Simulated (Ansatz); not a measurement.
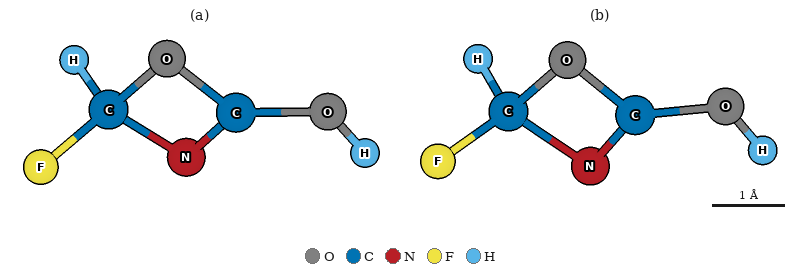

The structure of C$_{2}$H$_{2}$FNO$_{2}$ (coarse preliminary run) before (left) and after (right) a relaxation, at one scale.

The picture is a ball-and-stick view, seen at a tilt.

The start comes from a force field.

Method: RKS PBE-D4/def2-SVP in Ansatz. Settings: force threshold 0.03 eV/Å; at most 200 steps.

**Summarise the run.**

The largest move after the best rigid fit is that of the N atom, 0.14 Å. By element the largest moves are N 0.14 Å, F 0.10 Å, O 0.10 Å, H 0.07 Å, C 0.04 Å. Near-neighbour distances that change, for instance: C–N 1.361 → 1.454 Å, C–O 1.423 → 1.498 Å, C–F 1.388 → 1.342 Å, H–O 0.943 → 0.980 Å. Bond angles that change, for instance: N–C–O 98.5° → 105.8°, O–C–O 125.1° → 120.0°, C–N–C 87.4° → 82.8°. The energy falls by 53.1 kJ/mol in 6 geometry steps. Largest force component: 4.7 eV/Å at the start, 0.016 eV/Å at the end.
